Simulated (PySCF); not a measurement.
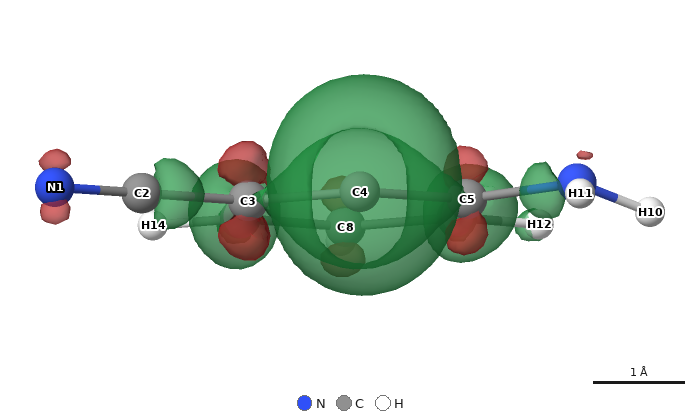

C7H5N2 (SMILES N#Cc1[c]c(N)ccc1) (doublet). Isosurfaces of the spin density (α minus β) at +0.02 (green) and −0.02 e/Å³ (red), seen from one side.

Geometry: GFN2-xTB.

Method: UKS B3LYP, pcH-1 on C H N, non-relativistic, mean-field spin-orbit, GIAO in PySCF.

```yaml
atoms:
  - { symbol: N, position_ang: [3.5125, -1.8015, 0.5481] }
  - { symbol: C, position_ang: [2.5358, -1.2241, 0.3859] }
  - { symbol: C, position_ang: [1.3385, -0.4989, 0.1903] }
  - { symbol: C, position_ang: [0.1403, -1.1183, -0.0218] }
  - { symbol: C, position_ang: [-1.0603, -0.4739, -0.2119] }
  - { symbol: N, position_ang: [-2.2266, -1.1413, -0.4903] }
  - { symbol: C, position_ang: [-1.0105, 0.9306, -0.1748] }
  - { symbol: C, position_ang: [0.1841, 1.5954, 0.0334] }
  - { symbol: C, position_ang: [1.3670, 0.9097, 0.2154] }
  - { symbol: H, position_ang: [-3.0867, -0.6348, -0.3647] }
  - { symbol: H, position_ang: [-2.2585, -2.1185, -0.2531] }
  - { symbol: H, position_ang: [-1.9306, 1.4815, -0.3116] }
  - { symbol: H, position_ang: [0.1892, 2.6756, 0.0565] }
  - { symbol: H, position_ang: [2.3051, 1.4180, 0.3766] }
```

Question: Which atoms carry the spin?

Answer: The unpaired spin (1 electron) lies mostly on C4 (about 0.8), in electrons by Hirshfeld's partition.
